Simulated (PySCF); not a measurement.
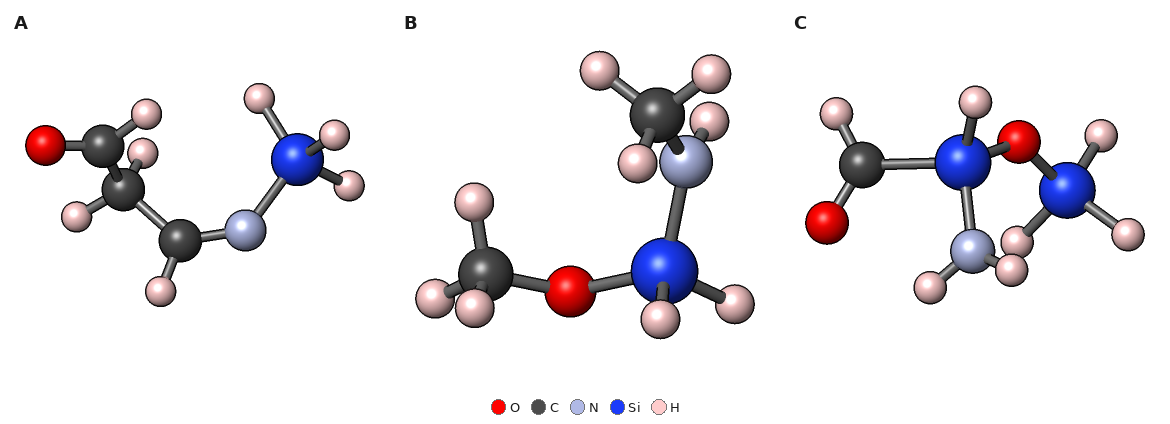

Simulated data, not a measurement (program: PySCF).

Match each picture to its SMILES.
(1) O=CC/C=N\[SiH3]
(2) N[Si@H](C=O)O[SiH3]
(3) CN[SiH2]OC

Answer. A is (1), B is (3), C is (2).
